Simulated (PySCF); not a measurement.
# CH₃B₂BrF₂: electronic excitations and core binding energies

What electronic excitations and core binding energies should CH₃B₂BrF₂ (`FBCB(F)Br`) show?

The runs use PySCF 2.14.0, with density-fitted response routines of our own; the level of theory stands in each step. All values are computed, except where a source is named. Atoms count from 0, in the outputs and in this text.

## 1. The molecule as given

9 atoms, charge 0, multiplicity 1; geometry from: GFN2-xTB.

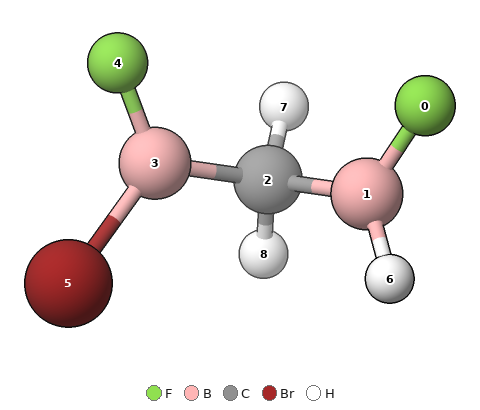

The starting geometry (fluorine green, boron pink, carbon grey, bromine red, hydrogen white), atoms numbered.

## 2. TDDFT and polarisability: wB97X-D/def2-SVPD

What the job is given:

```
{"job": {"kind": "uv", "xc": "wB97X-D", "basis": "def2-SVPD", "nstates": 8, "ntriplets": 3}, "charge": 0, "multiplicity": 1}
F     -2.095559     0.873909    -0.284734
B     -1.295378    -0.163891    -0.312587
C     -0.030981    -0.180572     0.646616
B      1.220381     0.353681    -0.145520
F      1.551103     1.626000    -0.117237
Br     2.287741    -0.748110    -1.225594
H     -1.546701    -1.013974    -1.081054
H     -0.222270     0.460510     1.508382
H      0.145226    -1.201559     0.986549
```

Method: TDDFT wB97X-D/def2-SVPD, vertical, gas phase, core orbitals frozen in the response.

Command:

```
$ OMP_NUM_THREADS=1 python probes_run.py task.json out
```

One launch serves the whole session: the jobs run in the order shown.

Output:

```text
coarse grid: 40888 points
cycle   1  E = -2862.9825971850  dE = -3.305e-01  |g| = 6.718e-01  |ddm| = 3.989e+00
cycle   2  E = -2862.9817475574  dE =  8.496e-04  |g| = 7.701e-01  |ddm| = 1.303e+00
cycle   3  E = -2863.0758457169  dE = -9.410e-02  |g| = 6.334e-02  |ddm| = 5.696e-01
cycle   4  E = -2863.0766861090  dE = -8.404e-04  |g| = 2.248e-02  |ddm| = 1.172e-01
cycle   5  E = -2863.0768340200  dE = -1.479e-04  |g| = 5.208e-03  |ddm| = 4.115e-02
cycle   6  E = -2863.0768408548  dE = -6.835e-06  |g| = 9.120e-04  |ddm| = 9.554e-03
final grid: 86024 points
cycle   7  E = -2863.0767365666  dE = -1.068e-06  |g| = 9.375e-04  |ddm| = 7.299e-03
cycle   8  E = -2863.0767365764  dE = -9.823e-09  |g| = 1.067e-03  |ddm| = 1.670e-03
cycle   9  E = -2863.0767367484  dE = -1.720e-07  |g| = 6.095e-05  |ddm| = 6.450e-04
cycle  10  E = -2863.0767367517  dE = -3.213e-09  |g| = 2.572e-05  |ddm| = 2.312e-04
cycle  11  E = -2863.0767367520  dE = -3.211e-10  |g| = 1.102e-05  |ddm| = 5.934e-05
converged SCF energy = -2863.0767367520

Static polarisability (au): isotropic 59.264, principal 50.681 56.176 70.935

Singlet excitations
state   eV       nm        f      main configurations
  1   6.1156    202.7   0.01162   H->L 0.79
  2   6.3789    194.4   0.01391   H-2->L 0.38, H-1->L 0.37, H->L 0.08
  3   7.1324    173.8   0.08586   H-1->L 0.45, H-2->L 0.39
  4   7.3025    169.8   0.03315   H-3->L 0.75
  5   7.9426    156.1   0.04020   H->L+1 0.66, H->L+2 0.16
  6   8.1613    151.9   0.01607   H->L+2 0.25, H->L+1 0.18, H-2->L+2 0.12
  7   8.4053    147.5   0.06114   H-1->L+1 0.59, H-1->L+2 0.10
  8   8.5006    145.9   0.05233   H-2->L+2 0.25, H->L+3 0.18, H-1->L+1 0.13

Triplet excitations (Tamm-Dancoff, eV): 5.6781 6.1041 6.3156
```

Wall time 46 s (1 thread of Arm Neoverse N1, shared host); peak memory 0.7 GiB.

The orbitals next to the gap, with their largest atomic shares:

```csv
orbital,eV,atoms
HOMO−3,-12.14,"Br5 29 %, C2 18 %, F4 16 %"
HOMO−2,-11.43,"Br5 24 %, C2 17 %, B1 17 %"
HOMO−1,-11.02,"Br5 67 %, B3 10 %, C2 8 %"
HOMO,-10.60,"Br5 78 %, B3 8 %, C2 7 %"
LUMO,0.30,"B1 24 %, B3 23 %, C2 16 %"
LUMO+1,1.63,"B3 43 %, Br5 30 %, B1 11 %"
LUMO+2,1.78,"B1 40 %, B3 16 %, Br5 11 %"
```

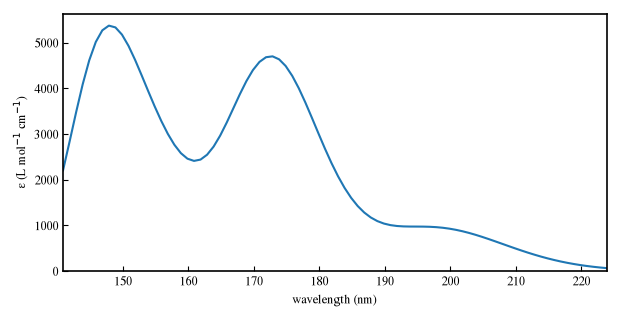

Absorption spectrum: each of the 8 states is a Gaussian band of 0.4 eV half-width at 1/e. Beyond the last state computed it falls off for lack of states.

Further results of this job:

```
           property  computed
  dipole moment (D)      1.64
polarisability (Å³)      8.78
 HOMO–LUMO gap (eV)     10.90
      −ε(HOMO) (eV)     10.60
```

## 3. Core holes by ΔSCF: SCAN, X2C

Same as in step 2 but for these lines:

```diff
@@ -1,2 +1,2 @@
-{"job": {"kind": "uv", "xc": "wB97X-D", "basis": "def2-SVPD", "nstates": 8, "ntriplets": 3}, "charge": 0, "multiplicity": 1}
+{"job": {"kind": "xps"}, "charge": 0, "multiplicity": 1}
 F     -2.095559     0.873909    -0.284734
```

Level: delta-SCF UKS SCAN, pcX-2 on the ionised atom, pcseg-1 elsewhere, spin-free X2C.

Output:

```text
ground state, core basis on atom 0 (F), 143 functions
  cycle   1  E = -2888.11561468  |g| = 7.40e-01
  cycle   2  E = -2887.94299737  |g| = 1.30e+00
  cycle   3  E = -2888.20387273  |g| = 1.74e-01
  cycle   4  E = -2888.21039421  |g| = 3.12e-02
  cycle   5  E = -2888.21060281  |g| = 9.22e-03
  cycle   6  E = -2888.21062314  |g| = 2.97e-03
  cycle   7  E = -2888.21063009  |g| = 1.22e-03
  cycle   8  E = -2888.21062853  |g| = 3.55e-04
  E(ground) = -2888.35267429 Eh
hole in F 1s of atom 0
  cycle   1  E = -2861.83497003  |g| = 2.58e+00
  cycle   2  E = -2860.76297531  |g| = 2.30e+00
  cycle   3  E = -2862.33999948  |g| = 7.23e-01
  cycle   4  E = -2862.69465157  |g| = 2.29e-01
  cycle   5  E = -2862.71363817  |g| = 1.01e-01
  cycle   6  E = -2862.71723690  |g| = 5.30e-02
  cycle   7  E = -2862.71834066  |g| = 9.84e-03
  cycle   8  E = -2862.71838099  |g| = 3.29e-03
  cycle   9  E = -2862.71838305  |g| = 1.58e-03
  cycle  10  E = -2862.71838494  |g| = 4.09e-04
  E(ion) = -2862.86633321 Eh   <S^2> = 0.7563   hole on atom = 1.000   binding energy = 693.519 eV
ground state, core basis on atom 1 (B), 143 functions
  cycle   1  E = -2888.16206425  |g| = 1.22e-01
  cycle   2  E = -2888.15759384  |g| = 2.02e-01
  cycle   3  E = -2888.16403197  |g| = 1.16e-02
  cycle   4  E = -2888.16404529  |g| = 6.75e-03
  cycle   5  E = -2888.16405660  |g| = 1.44e-03
  cycle   6  E = -2888.16405613  |g| = 3.52e-04
  E(ground) = -2888.30427210 Eh
hole in B 1s of atom 1
  cycle   1  E = -2880.48800026  |g| = 1.16e+00
  cycle   2  E = -2878.46157719  |g| = 1.92e+00
  cycle   3  E = -2880.69770322  |g| = 4.97e-01
  cycle   4  E = -2880.86606388  |g| = 1.73e-01
  cycle   5  E = -2880.86927880  |g| = 1.57e-01
  cycle   6  E = -2880.87857330  |g| = 5.31e-02
  cycle   7  E = -2880.88029661  |g| = 2.26e-02
  cycle   8  E = -2880.88057500  |g| = 1.46e-02
  cycle   9  E = -2880.88065851  |g| = 9.43e-03
  cycle  10  E = -2880.88071216  |g| = 4.85e-03
  cycle  11  E = -2880.88073265  |g| = 1.51e-03
  cycle  12  E = -2880.88073302  |g| = 1.49e-03
  cycle  13  E = -2880.88073502  |g| = 1.28e-04
  E(ion) = -2881.02190223 Eh   <S^2> = 0.8517   hole on atom = 1.000   binding energy = 198.163 eV
ground state, core basis on atom 2 (C), 143 functions
  cycle   1  E = -2888.16577158  |g| = 5.74e-02
  cycle   2  E = -2888.16572645  |g| = 2.27e-02
  cycle   3  E = -2888.16571033  |g| = 2.55e-02
  cycle   4  E = -2888.16582019  |g| = 3.68e-03
  cycle   5  E = -2888.16582263  |g| = 2.26e-04
  E(ground) = -2888.30545860 Eh
hole in C 1s of atom 2
  cycle   1  E = -2876.92583870  |g| = 1.51e+00
  cycle   2  E = -2876.25866463  |g| = 1.80e+00
  cycle   3  E = -2877.40808426  |g| = 4.27e-01
  cycle   4  E = -2877.45069874  |g| = 3.08e-01
  cycle   5  E = -2877.48746818  |g| = 5.24e-02
  cycle   6  E = -2877.48803614  |g| = 2.69e-02
  cycle   7  E = -2877.48836818  |g| = 7.13e-03
  cycle   8  E = -2877.48839787  |g| = 1.33e-03
  cycle   9  E = -2877.48839757  |g| = 4.85e-04
  E(ion) = -2877.62530615 Eh   <S^2> = 0.7646   hole on atom = 1.000   binding energy = 290.622 eV
ground state, core basis on atom 3 (B), 143 functions
  cycle   1  E = -2888.16468941  |g| = 5.65e-02
  cycle   2  E = -2888.16419809  |g| = 5.86e-02
  cycle   3  E = -2888.16496103  |g| = 1.97e-02
  cycle   4  E = -2888.16503570  |g| = 5.92e-03
  cycle   5  E = -2888.16504382  |g| = 1.06e-03
  cycle   6  E = -2888.16504509  |g| = 1.85e-04
  E(ground) = -2888.30642446 Eh
hole in B 1s of atom 3
  cycle   1  E = -2880.44805547  |g| = 1.17e+00
  cycle   2  E = -2878.13294768  |g| = 2.25e+00
  cycle   3  E = -2880.71491242  |g| = 5.44e-01
  cycle   4  E = -2880.81855620  |g| = 3.50e-01
  cycle   5  E = -2880.85105700  |g| = 1.34e-01
  cycle   6  E = -2880.85809483  |g| = 3.31e-02
  cycle   7  E = -2880.85845137  |g| = 2.09e-02
  cycle   8  E = -2880.85870363  |g| = 9.01e-03
  cycle   9  E = -2880.85876211  |g| = 4.32e-03
  cycle  10  E = -2880.85877729  |g| = 3.08e-03
  cycle  11  E = -2880.85878612  |g| = 1.33e-03
  cycle  12  E = -2880.85879151  |g| = 3.44e-04
  E(ion) = -2880.99889711 Eh   <S^2> = 0.8119   hole on atom = 1.000   binding energy = 198.848 eV
ground state, core basis on atom 4 (F), 143 functions
  cycle   1  E = -2888.21028582  |g| = 1.25e-01
  cycle   2  E = -2888.20928126  |g| = 1.03e-01
  cycle   3  E = -2888.21007502  |g| = 6.75e-02
  cycle   4  E = -2888.21067726  |g| = 2.36e-03
  cycle   5  E = -2888.21067678  |g| = 9.38e-04
  cycle   6  E = -2888.21067755  |g| = 2.45e-04
  E(ground) = -2888.35270997 Eh
hole in F 1s of atom 4
  cycle   1  E = -2861.82723667  |g| = 2.58e+00
  cycle   2  E = -2861.56365381  |g| = 2.20e+00
  cycle   3  E = -2862.56986657  |g| = 4.97e-01
  cycle   4  E = -2862.58930030  |g| = 4.52e-01
  cycle   5  E = -2862.71690192  |g| = 4.69e-02
  cycle   6  E = -2862.71752395  |g| = 3.65e-02
  cycle   7  E = -2862.71823873  |g| = 7.76e-03
  cycle   8  E = -2862.71825825  |g| = 4.19e-03
  cycle   9  E = -2862.71826381  |g| = 8.50e-04
  cycle  10  E = -2862.71826574  |g| = 2.51e-04
  E(ion) = -2862.86621890 Eh   <S^2> = 0.7565   hole on atom = 1.000   binding energy = 693.523 eV
```

Wall time 65 s (1 thread of Arm Neoverse N1, shared host); peak memory 0.52 GiB.

The holes in one table. −ε is the ground-state orbital energy:

| hole | stands for | environment | ΔSCF (eV) | −ε (eV) | ⟨S²⟩ |
| --- | --- | --- | --- | --- | --- |
| F1s on F0 | F0 | fluorine bonded to B | 693.52 | 667.3 | 0.756 |
| B1s on B1 | B1 | boron bonded to C, F, H | 198.16 (doubtful) | 182.0 | 0.852 |
| C1s on C2 | C2 | sp3 CH2 bonded to 2 B | 290.62 | 273.5 | 0.765 |
| B1s on B3 | B3 | boron bonded to C, Br, F | 198.85 | 183.1 | 0.812 |
| F1s on F4 | F4 | fluorine bonded to B | 693.52 | 667.5 | 0.756 |

Doubtful: the ion did not converge, its hole moved, or its ⟨S²⟩ is well above 0.75.

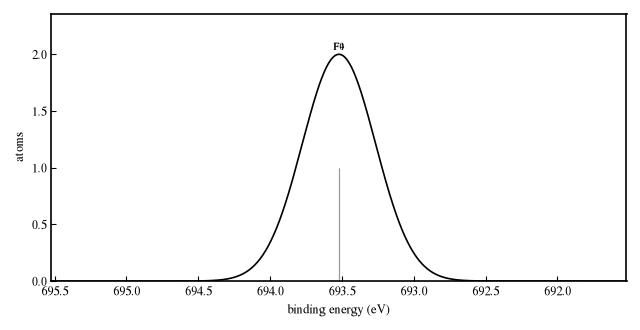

The F1s photoelectron lines, weighted by the number of atoms. Lines are broadened to a width of 0.60 eV (Gaussian).

## 4. Results

| quantity | value |
| --- | --- |
| lowest singlet (wB97X-D/def2-SVPD) | 6.12 eV (203 nm), f = 0.012 |
| brightest single state of those computed | state 3, 7.13 eV, f = 0.086 |
| lowest triplet | 5.68 eV |
| F1s binding energies, SCAN/pcX-2 | F4 693.52, F0 693.52 eV |
| C1s binding energies, SCAN/pcX-2 | C2 290.62 eV |
| B1s binding energies, SCAN/pcX-2 (standing for 1 of 2 atoms) | B3 198.85 eV |

In words: The lowest singlet, at 6.12 eV, is HOMO→LUMO 0.79 and is weak; of the 8 states computed, the strongest absorption comes from state 3 at 7.13 eV (the last state computed is bright too, and its partners may lie past the list). The lowest triplet lies 0.44 eV below the lowest singlet (triplets in Tamm-Dancoff, singlets in full TDDFT). The F1s levels computed lie within 0.00 eV of one another, too close to rank.
